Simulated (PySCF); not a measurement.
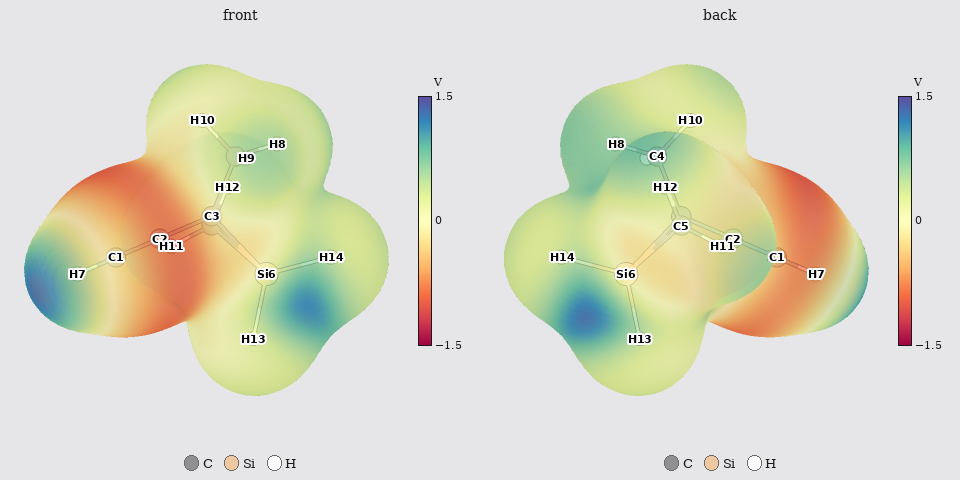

Figure 1: C$_{5}$H$_{8}$Si. The electrostatic potential painted on the density surface at 0.002 e/bohr³, seen from the front and from behind; the colour scale runs from red (negative) to blue (positive).

Geometry: PBE0-D3(BJ)/def2-SVP.

Method: PySCF 2.14.0, CAM-B3LYP/def2-SVPD, SCF density, gas phase.

```yaml
atoms:
  - { symbol: C, position_ang: [1.6962, 0.3998, 2.0510] }
  - { symbol: C, position_ang: [0.9496, 0.2729, 1.1023] }
  - { symbol: C, position_ang: [0.0643, 0.1240, -0.0220] }
  - { symbol: C, position_ang: [0.1796, 1.2004, -1.0884] }
  - { symbol: C, position_ang: [-1.3721, -0.3550, 0.3126] }
  - { symbol: Si, position_ang: [-0.3552, -1.6437, -0.5539] }
  - { symbol: H, position_ang: [2.3607, 0.5101, 2.8872] }
  - { symbol: H, position_ang: [-0.4733, 0.9800, -1.9470] }
  - { symbol: H, position_ang: [1.2123, 1.2804, -1.4582] }
  - { symbol: H, position_ang: [-0.1182, 2.1803, -0.6795] }
  - { symbol: H, position_ang: [-1.5928, -0.4874, 1.3767] }
  - { symbol: H, position_ang: [-2.1726, 0.1610, -0.2293] }
  - { symbol: H, position_ang: [0.1928, -2.7818, 0.2208] }
  - { symbol: H, position_ang: [-0.5796, -1.8845, -2.0018] }
```

Question: Where is the surface potential most negative and most positive?

Answer: The most negative region (about −1.0 V) lies over C1 and C2, the most positive (about +1.3 V) over Si6 and H7.
